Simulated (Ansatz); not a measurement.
## Electronic structure of GeH₄O₂ in real space

```xyz
7

Ge    0.0070   -0.2843    0.3485
H     0.0320   -0.2459    1.8976
O     1.6556   -0.4771   -0.3623
H     2.2670    0.1836    0.0151
O    -0.6848    1.3264   -0.0848
H    -0.8040    1.3951   -1.0511
H    -0.7835   -1.4568   -0.2856
```

All numbers below come from RKS revPBE-D4/def2-SVP in Ansatz.

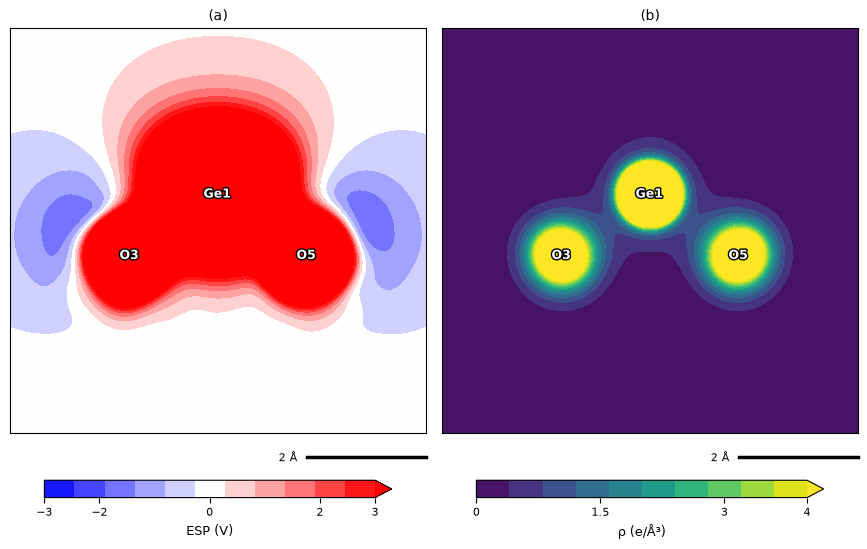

Figure 1. (a) electrostatic potential; (b) electron density on the plane of atoms O3, Ge1 and O5.

Describe what can be read from this map.

- Atoms in the plane: Ge and O.
- Ge–O (1.81 Å): the density is about 0.91 e/Å³ at the midpoint.
- Outside the dense part of the molecule the potential is most negative (−1.8 V) near O3 and O5.

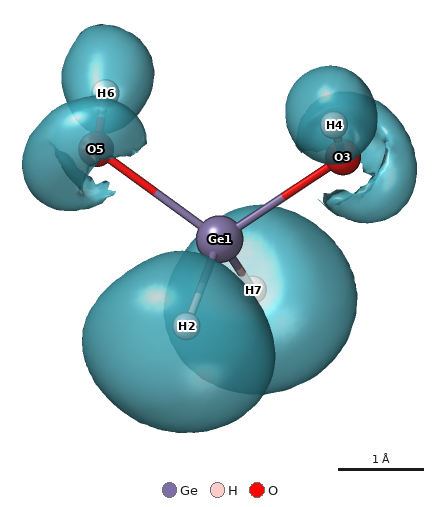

Figure 2. Isosurface of the ELF at 0.85 (cyan), seen at a tilt. Only the valence region is drawn (cores and ρ < 0.01 e/Å³ removed).

What do the ELF domains correspond to?

The ELF exceeds this value in four regions around hydrogen nuclei and two lobes on O, pointing away from the bonds (lone pairs, which may merge into one lobe).


Ge–O (1.81 Å): the ELF peaks at about 0.85 in the valence shell of O, 0.6 Å from its nucleus, and is about 0.35 at the midpoint. O–H (0.98 Å): the ELF climbs to about 1 towards the hydrogen, as it does in any bond to H: a covalent bond by its length.

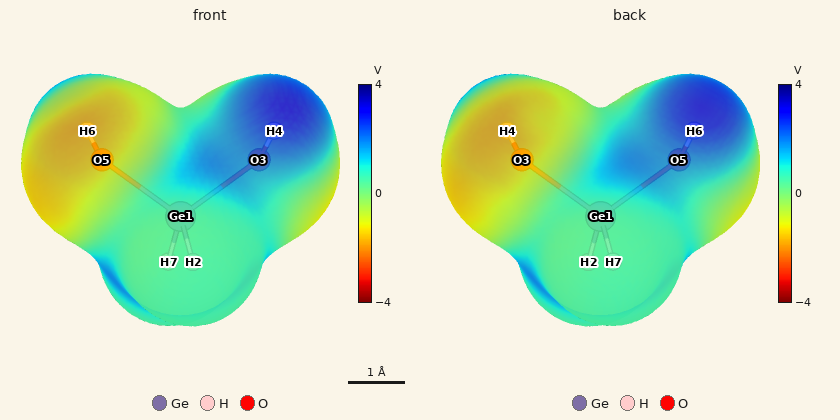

Figure 3. The electrostatic potential painted on the density surface at 0.004 e/bohr³, seen from the front and from behind; red is negative and blue positive.

Which sites attract a positive test charge, and which a negative one?

A positive charge is drawn to the negative regions and a negative charge to the positive ones. The most negative region (about −1.7 V) lies over O3 and O5, the most positive (about +2.9 V) over H4 and H6.

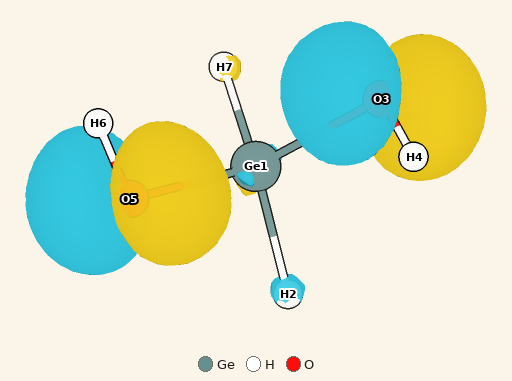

Figure 4. The HOMO at ±0.15 Å⁻³ᐟ² (yellow and cyan are the two phases), seen from one side.

What is the character of this orbital?

It lies mainly on O3 (about 40 %), O5 (about 40 %) and Ge1 (about 10 %); largely a combination of lone pairs on O3 and O5. Its energy is −6.67 eV.
